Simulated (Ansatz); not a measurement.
**[PO3]− (metaphosphate (po31-) (8ci,9ci)): the energy, rung by rung**

[PO3]−: 4 atoms, total charge -1, spin state singlet. SMILES: `O=P(=O)[O-]`. Geometry: relaxed at GFN2-xTB.

```xyz
4

O     0.5800   -0.4194   -1.2974
P     0.0003    0.0005   -0.0001
O    -1.0570    1.0378    0.0380
O     0.4767   -0.6188    1.2595
```

Quantity: the energy change with the O1–P2 bond stretched from 1.482 to 1.852 Å, in eV. The values are calculated.

```
                      level                    kind  program  value (eV)  less CCSDT/STO-3G  CPU time (all runs)
  SVWN5/STO-3G (restricted)                     LDA   Ansatz        0.39              +0.30                1.8 s
 revPBE/STO-3G (restricted)                     GGA   Ansatz        0.04              -0.05                2.7 s
 r2SCAN/STO-3G (restricted)                meta-GGA   Ansatz        0.33              +0.24                6.5 s
   PBE0/STO-3G (restricted)           global hybrid   Ansatz        0.47              +0.38                2.6 s
wB97M-V/STO-3G (restricted)  range-separated hybrid   Ansatz        0.55              +0.46                 44 s
 B2PLYP/STO-3G (restricted)           double hybrid   Ansatz        0.37              +0.28                3.8 s
RPA@PBE/STO-3G (restricted)                     RPA   Ansatz       -0.18              -0.27                4.3 s
    MP2/STO-3G (restricted)     perturbation theory   Ansatz        0.50              +0.41               0.42 s
  CCSDT/STO-3G (restricted)   coupled cluster or CI   Ansatz        0.09               0.00                1.5 s
 CCSDTQ/STO-3G (restricted)   coupled cluster or CI   Ansatz        0.09               0.00                 49 s
```

Differences are taken from CCSDT/STO-3G (restricted) for orientation; it has basis-set and higher-order errors of its own. Its T1 diagnostic reaches 0.040, a sign that one reference may not serve. Sets without diffuse functions describe the anion poorly. The first shape isn't each level's own minimum. The values span -0.18 to 0.55 eV. All rows use very small basis sets, so none should be taken for the real molecule's value. Times are those of the runs behind each value, whatever else they computed, on shared processors of several kinds: orders of magnitude only.

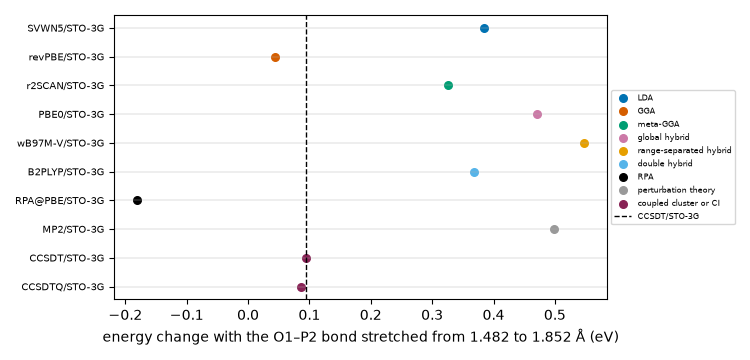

The values of the table, level by level.
